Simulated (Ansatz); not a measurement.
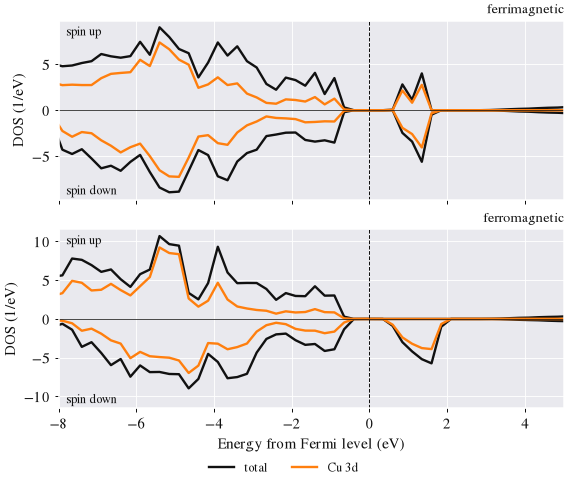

Spin-resolved densities of states of Cu$_{5}$H$_{2}$O$_{6}$, space group P-3m1 (No. 164), 13 atoms in the cell, a structure borrowed from another compound, in two magnetic states on the same cell (spin down negative; each from its own Fermi level). Method: DFT with PBE, PAW plane waves, Ueff = 6.03 eV on Cu d; Ueff = 4.27 eV on O p, spin-polarised, 7×7×2 k mesh, 420 eV cutoff (Ansatz 0.2.0).

Question: How does the magnetic order change the electronic structure?

Answer: Ferrimagnetic: net moment 1.0 μB, local moments 4.7 μB in all, gap 1.37 eV; ferromagnetic: net moment 5.0 μB, local moments 5.1 μB in all, gap 0.95 eV.

Question: Which of these states is lowest in energy?

Answer: The two lowest lie within 1 meV an atom, the ferrimagnetic one lower, which is too close to call at this level.

The structure was built from a prototype or by substitution, so it need not be a known phase. The atoms aren't at rest in this cell (largest force 1.8 eV/Å), so the relaxed material can differ.
